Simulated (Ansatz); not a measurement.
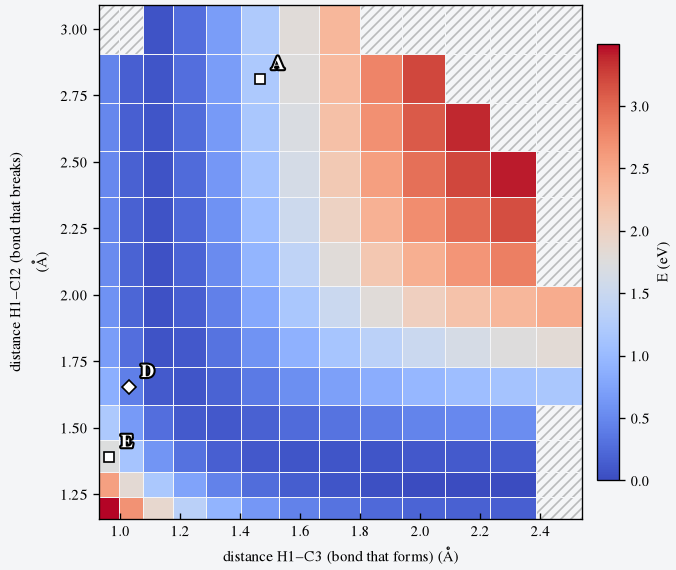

The reacting system CH3ClF (fragments ClH + CH₂F where the first distance is long, CH₃F + Cl where the second is long), spin multiplicity 2. 
- Coordinates scanned: (1) distance H1–C3 (bond that forms); (2) distance H1–Cl2 (bond that breaks).
- Relaxed at each point: all other coordinates.
- The scan uses a 13 × 13 grid. At 19 points there is no value.
- Points are written as (first, second).
- All energies are given in eV relative to the lowest grid point.
- The calculation used UKS r2SCAN0-D4/def2-SVP (Ansatz).

Drawn: one coloured cell a grid point, hatched blanks where no value was computed, lettered points.

Q: Is A the lowest point of the computed grid?

A: No. A lies 1.20 eV above the lowest grid point, which is at (2.308 Å, 1.278 Å).

Q: Rank the lettered points by energy, lowest first.

A: D (0.41 eV), A (1.20 eV), E (1.74 eV).
